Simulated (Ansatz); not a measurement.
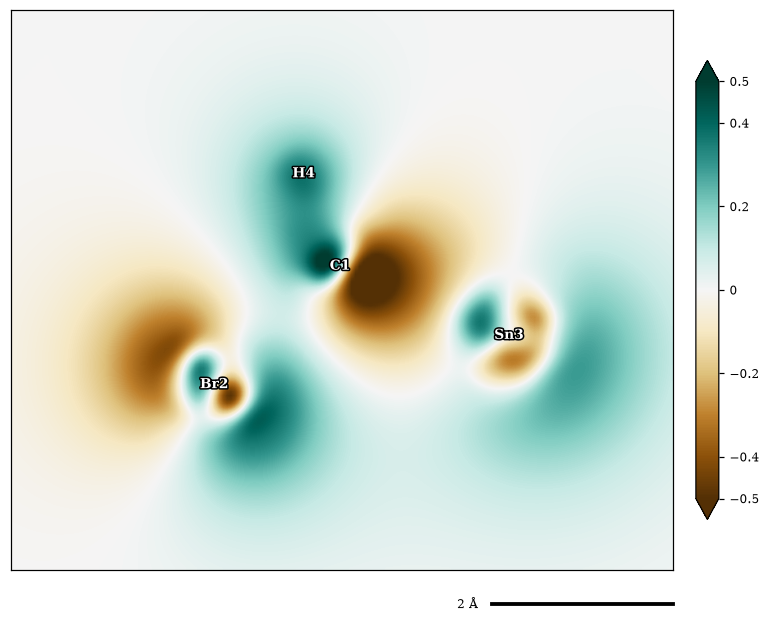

*CHBrSn. The HOMO−1 on the molecular plane (values in Å⁻³ᐟ²; the overall sign is arbitrary).*

Geometry: PBE0-D3(BJ)/def2-SVP; core potentials replace the inner electrons of Sn.

Method: Ansatz 0.2.0, isolated molecule in a Gaussian basis; Kohn-Sham density functional theory, functional PBE0.

```yaml
atoms:
  - { symbol: C, position_ang: [-0.4323, 0.1723, 0.0528] }
  - { symbol: Br, position_ang: [1.4712, 0.2419, -0.0320] }
  - { symbol: Sn, position_ang: [-1.2186, -1.6456, -0.3229] }
  - { symbol: H, position_ang: [-0.8649, 1.1488, 0.2999] }
```

Q: What is the character of this orbital?

A: It lies mainly on Sn3 (about 40 %), Br2 (about 35 %) and C1 (about 20 %); it is symmetric in the molecular plane (an in-plane orbital: σ, lone-pair or in-plane π type). Its energy is −7.28 eV.
